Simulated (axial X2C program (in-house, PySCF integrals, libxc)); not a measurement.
# HfB⁻: bond curves with and without spin–orbit coupling, part 2 of 2

Computed with an in-house X2C program for linear molecules on PySCF integrals; all-electron X2C, Hf dyall-acv3z, B dyall-av3z.

## Step 9: PBE0, 2c

State followed: Ω = 2 (excess of +ω over −ω: ω = 1/2, ω = 3/2). The scan is laid around 2.062 Å, a first estimate of the minimum, and this SCF restarts from the orbitals of the search.

Output at 2.062 Å:

```text
two-component X2C + atomic mean field  PBE0
basis functions 252  fitting functions 1281  grid points 5081
iter        total energy     max residual
   1     -15101.046310941     4.51e+00
   2     -15101.139028321     2.84e-03
   3     -15101.138990802     2.53e-03
   4     -15101.139087936     4.40e-04
   5     -15101.139085610     5.78e-04
   6     -15101.139090290     2.78e-04
   7     -15101.139092196     6.62e-05
   8     -15101.139092260     2.08e-05
   9     -15101.139092277     1.12e-05
  10     -15101.139092295     7.51e-06
  11     -15101.139092316     4.84e-06
  12     -15101.139092321     2.06e-06
  13     -15101.139092323     6.63e-07
converged
one-electron -20911.37315817  Coulomb 6047.29495391  exact exchange -77.88190111  xc functional -238.85527968  nuclear repulsion 92.38787388  atomic mean-field constant -12.71158115
```

Along the bond, energies from the lowest point:

| R (Å) | E (eV) | μ (D) | HOMO (eV) | LUMO (eV) | iterations |
| --- | --- | --- | --- | --- | --- |
| 1.794 | 0.7890 | -3.05 | -0.03 | 1.76 | 18 |
| 1.876 | 0.3273 | -3.70 | 0.14 | 1.76 | 18 |
| 1.938 | 0.1260 | -4.15 | 0.26 | 1.76 | 19 |
| 2.000 | 0.0236 | -4.58 | 0.36 | 1.76 | 19 |
| 2.062 | 0.0000 | -4.95 | 0.45 | 1.77 | 13 |
| 2.134 | 0.0482 | -5.20 | 0.52 | 1.77 | 24 |
| 2.206 | 0.1444 | -4.98 | 0.50 | 1.78 | 22 |
| 2.299 | 0.3072 | -4.80 | 0.45 | 1.78 | 21 |
| 2.413 | 0.5548 | -4.89 | 0.38 | 1.78 | 22 |
| 2.578 | 0.9752 | -5.33 | 0.28 | 1.78 | 47 |

Dipoles are positive if B is the positive end and refer to the centre of mass.

Outer spinors at the reference distance:

| ω | occupied | ε (eV) | atomic character | λ mixture |
| --- | --- | --- | --- | --- |
| 3/2 | yes | -16.59 | 100% Hf f | 73% δ, 27% π |
| -3/2 | yes | -16.58 | 100% Hf f | 76% δ, 24% π |
| 1/2 | yes | -16.49 | 100% Hf f | 56% π, 44% σ |
| -1/2 | yes | -16.48 | 100% Hf f | 61% π, 39% σ |
| 7/2 | yes | -15.22 | 100% Hf f | 100% φ |
| -7/2 | yes | -15.18 | 100% Hf f | 100% φ |
| 5/2 | yes | -15.00 | 100% Hf f | 88% δ, 12% φ |
| -5/2 | yes | -14.96 | 100% Hf f | 89% δ, 11% φ |
| 3/2 | yes | -14.89 | 100% Hf f | 73% π, 27% δ |
| 1/2 | yes | -14.82 | 100% Hf f | 56% σ, 44% π |
| -3/2 | yes | -14.82 | 100% Hf f | 76% π, 24% δ |
| -1/2 | yes | -14.79 | 100% Hf f | 61% σ, 39% π |
| 1/2 | yes | -5.78 | 54% B s, 16% Hf d, 16% Hf s | 100% σ |
| -1/2 | yes | -4.20 | 53% B s, 20% Hf s, 13% Hf d | 100% σ |
| 1/2 | yes | -0.90 | 38% Hf s, 34% B p, 16% Hf p | 100% σ |
| -1/2 | yes | -0.48 | 33% Hf s, 22% B p, 20% Hf p | 79% σ, 21% π |
| -1/2 | yes | -0.30 | 38% B p, 38% Hf d, 10% Hf p | 78% π, 22% σ |
| 3/2 | yes | -0.23 | 47% Hf d, 44% B p, 5% Hf p | 100% π |
| 1/2 | yes | -0.22 | 44% Hf d, 31% B p, 11% Hf s | 96% σ, 4% π |
| 1/2 | yes | 0.45 | 56% Hf d, 37% B p, 3% Hf p | 96% π, 4% σ |
| -1/2 | no | 1.77 | 89% Hf p, 8% Hf s | 100% σ |
| 1/2 | no | 1.78 | 98% Hf p | 100% π |
| -3/2 | no | 1.79 | 99% Hf p | 100% π |
| -1/2 | no | 1.80 | 98% Hf p | 100% π |

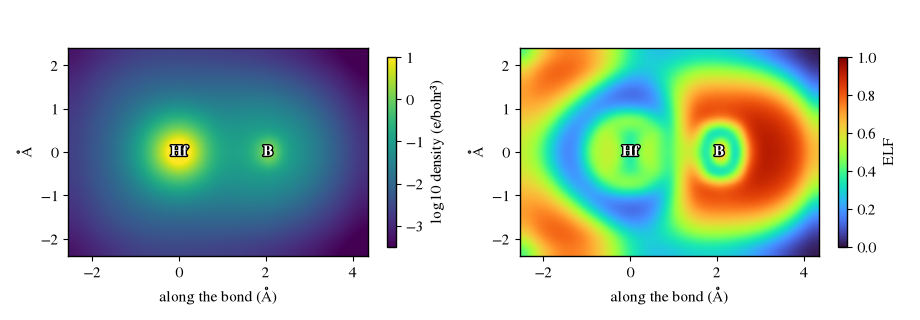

PBE0 fields in a plane through the axis, from a grid of 0.3 Å; Hf lies at z = 0 and B at z = 2.062 Å; the ELF is damped to zero where the density is low.

No constants are quoted: fits of two degrees disagree.

## Step 10: HF, 2c

Output at 2.062 Å:

```text
two-component X2C + atomic mean field  HF
basis functions 252  fitting functions 1281  grid points 5081
iter        total energy     max residual
   1     -15095.929515976     8.52e-01
   2     -15095.976475935     3.23e-02
   3     -15095.977606869     4.05e-02
   4     -15095.983345219     2.96e-03
   5     -15095.984496507     3.75e-03
   6     -15095.985209463     2.68e-03
   7     -15095.986397702     3.38e-03
   8     -15095.987410203     3.81e-03
   9     -15095.988428913     4.12e-03
  10     -15095.988234886     4.00e-03
  11     -15095.985336213     2.22e-03
  12     -15095.984659451     1.95e-03
  13     -15095.984102133     1.83e-03
  14     -15095.983827998     1.65e-03
  15     -15095.983402469     2.03e-03
  16     -15095.984089185     1.17e-03
  17     -15095.984006437     1.65e-03
  18     -15095.983904595     1.76e-03
  19     -15095.984113594     1.32e-03
  20     -15095.983870736     1.61e-03
  21     -15095.984215390     8.45e-04
  22     -15095.984178324     1.02e-03
  23     -15095.929515976     1.00e+00
  24     -15095.976491226     3.06e-02
  25     -15095.979598393     1.76e-01
  26     -15095.983777693     3.28e-02
  27     -15095.985222644     2.61e-02
  28     -15095.987532433     7.13e-02
  29     -15095.989284457     5.18e-02
  30     -15095.991403167     5.48e-03
  31     -15095.993876742     5.82e-02
  32     -15095.996004303     6.27e-02
  33     -15095.998511554     2.22e-02
  34     -15095.999393011     9.20e-03
  35     -15095.999966338     2.58e-02
  36     -15096.000283323     1.06e-02
  37     -15096.000500784     4.93e-03
  38     -15096.000659230     1.00e-02
  39     -15096.000834685     8.17e-03
  40     -15096.001105983     2.04e-03
  41     -15096.001569605     9.77e-03
  42     -15096.002085007     1.50e-02
  43     -15096.003294947     1.75e-02
  44     -15096.003678220     7.22e-03
  45     -15096.004102621     2.15e-02
  46     -15096.004687133     1.38e-02
  47     -15096.004917509     4.45e-03
  48     -15096.005125187     5.19e-03
  49     -15096.005185136     4.60e-03
  50     -15096.005235213     8.76e-04
  51     -15096.005249910     1.16e-03
  52     -15096.005256555     1.12e-03
  53     -15096.005258956     5.40e-04
  54     -15096.005260326     3.79e-04
  55     -15096.005261273     3.39e-04
  56     -15096.005261810     5.03e-04
  57     -15096.005262146     3.70e-05
  58     -15096.005262332     1.45e-04
  59     -15096.005262422     1.37e-04
  60     -15096.005262459     2.80e-05
  61     -15096.005262478     3.52e-05
  62     -15096.005262489     4.77e-05
  63     -15096.005262497     2.31e-05
  64     -15096.005262502     5.36e-06
  65     -15096.005262505     1.57e-05
  66     -15096.005262507     1.09e-05
  67     -15096.005262508     1.95e-06
converged
one-electron -20910.69351075  Coulomb 6046.85500910  exact exchange -311.84305358  xc functional 0.00000000  nuclear repulsion 92.38787388  atomic mean-field constant -12.71158115
```

No constants are quoted: the dipole of the solution doesn't run smoothly along the scan, a sign that its character may change, so the fit is set aside.

## Step 11: LDA, 2c

The SCF at the reference distance of 2.062 Å:

```text
two-component X2C + atomic mean field  LDA
basis functions 252  fitting functions 1281  grid points 5081
iter        total energy     max residual
   1     -15091.342302961     1.74e+00
   2     -15091.350076367     3.11e-02
   3     -15091.169546790     1.00e-01
   4     -15091.228217274     8.33e-02
   5     -15091.361870631     3.02e-03
   6     -15091.362036709     2.70e-03
   7     -15091.362175997     2.83e-03
   8     -15091.362295107     5.64e-04
   9     -15091.362298109     1.88e-04
  10     -15091.362299623     6.30e-05
  11     -15091.362299731     9.19e-06
  12     -15091.362299737     1.14e-05
  13     -15091.362299739     1.57e-06
  14     -15091.362299739     2.02e-07
converged
one-electron -20909.67669812  Coulomb 6045.42715141  exact exchange 0.00000000  xc functional -306.78904575  nuclear repulsion 92.38787388  atomic mean-field constant -12.71158115
```

Re = 2.042 Å, ωe = 663 cm⁻¹, ωexe = 3.01 cm⁻¹, Be = 0.3895 cm⁻¹, De = 4.47 eV, μ = -5.10 D.

## Step 12: Correlated methods, 2c

Correlated methods: 8 electrons correlated (frozen shells, counted by type: Hf 5 s, 4 p, 2 d, 1 f; B 1 s), 344 virtual spinors in MP2, 90 natural virtuals in coupled cluster.

Output of the correlated part at 2.062 Å:

```text
correlated 8  virtual 344  natural virtual 90  E(MP2) -0.141497492  MP2 remainder -0.008190276
iter   CCSD correlation   residual
   1     -0.148819047   1.66e-01
   2     -0.159062764   9.66e-02
   3     -0.162914456   5.92e-02
   4     -0.165173302   3.88e-02
   5     -0.166165913   2.67e-02
   6     -0.166803248   2.16e-02
   7     -0.167694645   1.73e-02
   8     -0.168092938   1.17e-02
   9     -0.168359188   7.58e-03
  10     -0.168472421   4.42e-03
  11     -0.168546912   2.60e-03
  12     -0.168557992   1.49e-03
  13     -0.168576070   9.52e-04
  14     -0.168585067   5.78e-04
  15     -0.168594595   3.53e-04
  16     -0.168599764   2.31e-04
  17     -0.168602721   1.57e-04
  18     -0.168603474   1.06e-04
  19     -0.168604264   8.05e-05
  20     -0.168605491   6.24e-05
  21     -0.168606733   4.65e-05
  22     -0.168608261   3.41e-05
  23     -0.168608944   2.25e-05
  24     -0.168609449   1.50e-05
  25     -0.168609571   9.62e-06
  26     -0.168609729   6.18e-06
  27     -0.168609752   3.86e-06
  28     -0.168609775   2.66e-06
  29     -0.168609777   1.80e-06
(T) -0.013151348  T1 0.1951  D1 0.5067  max T2 0.089
```

MP2: No constants are quoted: the dipole of the HF reference doesn't run smoothly along the scan, a sign that its character may change, so the fit is set aside.

CCSD: No constants are quoted: the dipole of the HF reference doesn't run smoothly along the scan, a sign that its character may change, so the fit is set aside.

CCSD(T): No constants are quoted: the dipole of the HF reference doesn't run smoothly along the scan, a sign that its character may change, so the fit is set aside.

## Step 13: A higher determinant, 2c

State: Ω = 1 (excess of +ω over −ω: ω = -1/2, ω = 3/2).

Output at the reference distance:

```text
two-component X2C + atomic mean field  PBE0
basis functions 252  fitting functions 1281  grid points 5081
iter        total energy     max residual
   1     -15101.041148261     4.50e+00
   2     -15101.134172851     2.88e-03
   3     -15101.134138928     2.51e-03
   4     -15101.134234087     4.05e-04
   5     -15101.134232435     4.49e-04
   6     -15101.134235555     2.60e-04
   7     -15101.134237290     6.23e-05
   8     -15101.134237343     9.55e-06
   9     -15101.134237347     4.33e-06
  10     -15101.134237349     3.65e-06
  11     -15101.134237351     1.48e-06
converged
one-electron -20911.36492042  Coulomb 6047.28433384  exact exchange -77.87929080  xc functional -238.85065269  nuclear repulsion 92.38787388  atomic mean-field constant -12.71158115
```

| R (Å) | E above the lowest PBE0 point (eV) |
| --- | --- |
| 1.794 | 0.930 |
| 1.876 | 0.466 |
| 1.938 | 0.263 |
| 2.000 | 0.158 |
| 2.062 | 0.132 |
| 2.134 | 0.181 |
| 2.206 | 0.292 |
| 2.299 | 0.500 |
| 2.413 | 0.789 |

Re = 2.054 Å, ωe = 663 cm⁻¹, Be = 0.3851 cm⁻¹, μ = -5.02 D.

## Step 14: The 2c curves together

Energy (eV) of the followed determinant, 2c, from each level's lowest point:

| R (Å) | PBE0 | HF (dipole not smooth) | MP2 (HF's dipole not smooth) | CCSD (HF's dipole not smooth) | CCSD(T) (HF's dipole not smooth) | LDA |
| --- | --- | --- | --- | --- | --- | --- |
| 1.794 | 0.789 | 1.644 | 0.644 | n/a | n/a | 0.714 |
| 1.876 | 0.327 | 1.097 | 0.495 | 0.437 | 0.358 | 0.284 |
| 1.938 | 0.126 | 0.723 | 0.439 | 0.295 | 0.223 | 0.101 |
| 2.000 | 0.024 | 0.418 | 0.280 | 0.201 | 0.159 | 0.013 |
| 2.062 | 0.000 | 0.203 | 0.128 | 0.094 | 0.073 | 0.000 |
| 2.134 | 0.048 | 0.056 | 0.025 | 0.017 | 0.010 | 0.060 |
| 2.206 | 0.144 | 0.000 | 0.000 | 0.000 | 0.000 | 0.179 |
| 2.299 | 0.307 | 0.030 | 0.059 | 0.056 | 0.058 | 0.393 |
| 2.413 | 0.555 | 0.175 | 0.229 | n/a | n/a | 0.708 |
| 2.578 | 0.975 | 0.514 | 0.596 | n/a | n/a | 1.199 |

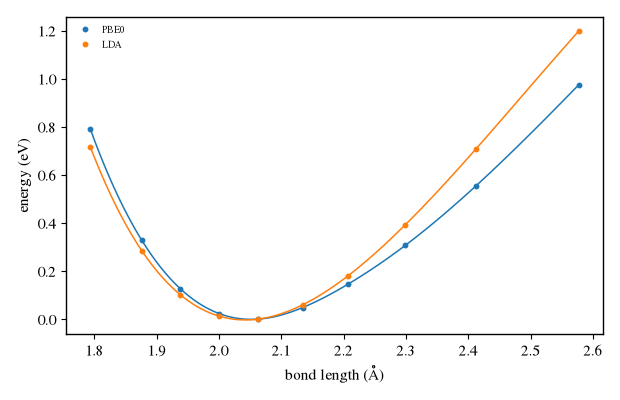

Curves of the followed state, 2c, each from its own lowest point. Left out: HF, MP2, CCSD, CCSD(T).

Time for the job: 7 min (1 thread of Arm Neoverse V1, shared host); peak memory 0.65 GiB.

## Step 15: Constants

What follows sums up all 2 parts.

Lowest determinant that the search found at its distance, spin-free: M_S = 1, Λ = 1 (beyond closed shells: σα, π+α, π+β, π-α).

Lowest determinant that the search found at its distance, 2c: Ω = 2 (excess of +ω over −ω: ω = 1/2, ω = 3/2).

```tsv
Hamiltonian	level	Re (Å)	ωe (cm⁻¹)	De (eV)
spin-free	LDA	2.047	665	4.62
2c	LDA	2.042	663	4.47
```

No constants: spin-free PBE0 (the dipole of the solution doesn't run smoothly along the scan, a sign that its character may change, so the fit is set aside); spin-free HF (the dipole of the solution doesn't run smoothly along the scan, a sign that its character may change, so the fit is set aside); spin-free MP2 (the dipole of the HF reference doesn't run smoothly along the scan, a sign that its character may change, so the fit is set aside); spin-free CCSD (the dipole of the HF reference doesn't run smoothly along the scan, a sign that its character may change, so the fit is set aside); spin-free CCSD(T) (the dipole of the HF reference doesn't run smoothly along the scan, a sign that its character may change, so the fit is set aside); 2c PBE0 (fits of two degrees disagree); 2c HF (the dipole of the solution doesn't run smoothly along the scan, a sign that its character may change, so the fit is set aside); 2c MP2 (the dipole of the HF reference doesn't run smoothly along the scan, a sign that its character may change, so the fit is set aside); 2c CCSD (the dipole of the HF reference doesn't run smoothly along the scan, a sign that its character may change, so the fit is set aside); 2c CCSD(T) (the dipole of the HF reference doesn't run smoothly along the scan, a sign that its character may change, so the fit is set aside).

Time per point (s) on 1 thread of Arm Neoverse V1, shared host (2c runs); the times are rough: LDA 0.59.

At LDA, going from spin-free to two-component changes Re by -5 mÅ, ωe by -0.3 %; the spin-free picture holds up (part of it comes from the scalar share of the two-electron terms). De moves by -0.16 eV; both De rest on single-determinant atoms, which can miss part of an open shell's spin–orbit lowering. The highest occupied level is positive at the mean-field levels quoted, but negative in the Hartree–Fock runs, so self-interaction plays a part.

De refers to Hf + B-, each in the lowest determinant found, which need not be this curve's own limit. The state is a single determinant with fixed occupations, the lowest that a limited PBE0 search found. De is counted from the lowest determinant-based energies of the atoms at the same level, without counterpoise correction. Density functionals use the spin component along the axis (collinear). With several unpaired electrons one determinant need not be a pure state. At some level an empty orbital lies below a filled one.
